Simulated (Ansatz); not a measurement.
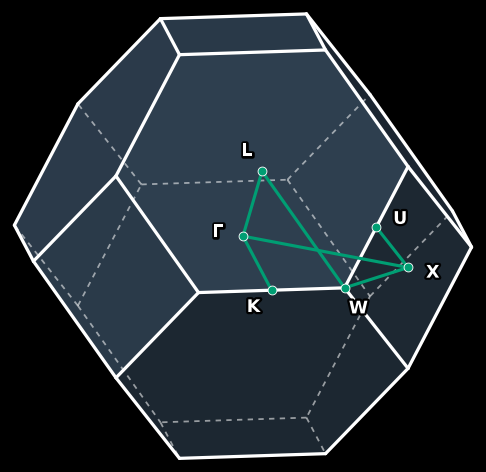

Crystal: C, the input geometry of an electronic-structure calculation (not necessarily at equilibrium); the starting structure was generated, so it need not be a known form of this composition. The figure shows the first Brillouin zone with its special points and a band path. Symmetry computed with spglib at a tolerance of 0.002 Å; standard conventional cell.

Labels and path follow the convention of Hinuma et al. (2017), as computed by seekpath.

> Which Bravais lattice has this zone?

A face-centred cubic lattice (cF; extended symbol cF2). The zone is a truncated octahedron in its combinatorial type: 14 faces (6 with 4 edges, 8 with 6 edges), 36 edges, 24 vertices.

> Write the standard path through the labelled points.

Γ–X–U | K–Γ–L–W–X
